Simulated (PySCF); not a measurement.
Breaking a bond: SMILES ClB(Cl)Cl, singlet. The B1–Cl4 bond (B1 also carries Cl, Cl; Cl4 carries nothing else) is pulled apart rigidly from the PBE0/def2-TZVP optimised geometry.

Levels of theory: RKS-r2SCAN = restricted r2SCAN/cc-pVDZ in PySCF; RKS-M06-2X = restricted M06-2X/cc-pVDZ run with PySCF; UKS-M06-2X = unrestricted M06-2X/cc-pVDZ (PySCF).

Magnitude of the dipole moment (D; its direction can reverse along the curve, and a method can change to another solution) and Mulliken charge of the fragment that holds B1:

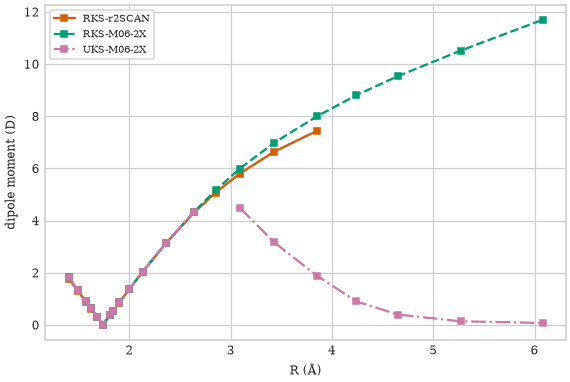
Figure. Dipole moment against bond length.

| R / Å | μ RKS-r2SCAN | q RKS-r2SCAN | μ RKS-M06-2X | q RKS-M06-2X | μ UKS-M06-2X | q UKS-M06-2X |
|---|---|---|---|---|---|---|
| 1.40 | 1.76 | -0.26 | 1.82 | -0.29 | 1.82 | -0.29 |
| 1.49 | 1.30 | -0.17 | 1.34 | -0.19 | 1.34 | -0.19 |
| 1.57 | 0.88 | -0.09 | 0.91 | -0.11 | 0.91 | -0.11 |
| 1.62 | 0.62 | -0.05 | 0.64 | -0.06 | 0.64 | -0.06 |
| 1.68 | 0.30 | 0.00 | 0.31 | -0.01 | 0.31 | -0.01 |
| 1.74 | 0.01 | 0.05 | 0.01 | 0.03 | 0.01 | 0.03 |
| 1.81 | 0.38 | 0.10 | 0.39 | 0.08 | 0.39 | 0.08 |
| 1.84 | 0.54 | 0.11 | 0.55 | 0.10 | 0.55 | 0.10 |
| 1.90 | 0.86 | 0.14 | 0.87 | 0.13 | 0.87 | 0.13 |
| 2.00 | 1.38 | 0.19 | 1.39 | 0.18 | 1.39 | 0.18 |
| 2.13 | 2.03 | 0.23 | 2.04 | 0.23 | 2.04 | 0.23 |
| 2.36 | 3.13 | 0.28 | 3.13 | 0.28 | 3.13 | 0.28 |
| 2.64 | 4.31 | 0.32 | 4.35 | 0.33 | 4.35 | 0.33 |
| 2.85 | 5.07 | 0.34 | 5.16 | 0.35 | — | — |
| 3.09 | 5.80 | 0.35 | 5.99 | 0.36 | 4.49 | 0.28 |
| 3.43 | 6.64 | 0.36 | 6.99 | 0.38 | 3.16 | 0.17 |
| 3.85 | 7.44 | 0.36 | 7.99 | 0.39 | 1.89 | 0.09 |
| 4.24 | — | — | 8.80 | 0.40 | 0.90 | 0.03 |
| 4.65 | — | — | 9.53 | 0.40 | 0.40 | 0.01 |
| 5.27 | — | — | 10.51 | 0.39 | 0.14 | 0.00 |
| 6.08 | — | — | 11.70 | 0.38 | 0.08 | 0.00 |

Dashes: no converged value, or the column stops at the first point that the program doubted or that broke a chosen test of continuity, which isn't proof of a fault.

The restricted form behind RKS-r2SCAN, RKS-M06-2X keeps the bonding electrons paired and can't separate into open-shell fragments. At the longest distance RKS-M06-2X leaves fractional charges on the fragments, a sign of delocalisation error or of the restricted form. The unrestricted determinant behind UKS-M06-2X is spin-contaminated at 3.09 to 6.08 Å (<S²> up to 1.0, against 0.00 for a pure singlet).
